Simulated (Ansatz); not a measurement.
Consider CH4Ga (charge −1).

The calculation's input:

```
crystal:
  periodic: [false, false, false]
  atoms:
    - {symbol: C, position_ang: [-0.364389, 0.383592, -0.681455]}
    - {symbol: Ga, position_ang: [-0.842704, -1.664432, -0.710177]}
    - {symbol: H, position_ang: [0.301075, -2.058524, 0.504538]}
    - {symbol: H, position_ang: [0.709351, 0.527547, -0.912617]}
    - {symbol: H, position_ang: [-0.951890, 0.988979, -1.393218]}
    - {symbol: H, position_ang: [-0.522134, 0.797787, 0.333740]}
basis:
  gaussian: {orbitals: def2-TZVPD}
total_charge: -1
output: {forces: true, orbitals: {seedname: orbitals}}
hamiltonian: {xc: pbe0}
```

Run with:

```sh
ansatz run input.yaml --threads 2 --pin off --max-ram 4350MiB --events-out events.jsonl --progress --plain --runs-dir runs
```

Geometry: PBE0-D3(BJ)/def2-SVPD; the highest occupied orbital lies above zero, a sign that basis and functional describe the outermost electron poorly.

Computed with Ansatz, isolated molecule in a Gaussian basis; Kohn-Sham density functional theory, functional PBE0.

Q: What can the converged electron density and electron localisation function tell about the bonding?

A: C–Ga (2.10 Å): ρ is about 0.6 e/Å³ halfway; the ELF peaks at about 0.95 in the valence shell of C, 0.6 Å from its nucleus, and is about 0.55 at the midpoint.
C–H (1.10 Å): ρ is about 1.9 e/Å³ halfway; the ELF climbs to about 1 towards the hydrogen, as it does in any bond to H: an ordinary covalent bond to hydrogen.
Ga–H (1.71 Å): ρ is about 0.67 e/Å³ halfway; the ELF climbs to about 1 towards the hydrogen.

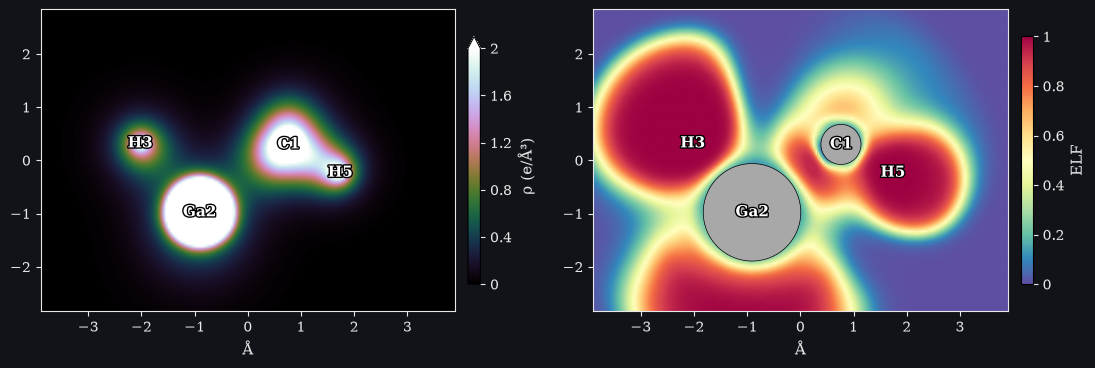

Computed electron density and electron localisation function on the plane of atoms Ga2, C1 and H5, in this order. Grey discs cover the atomic cores in the ELF map. 
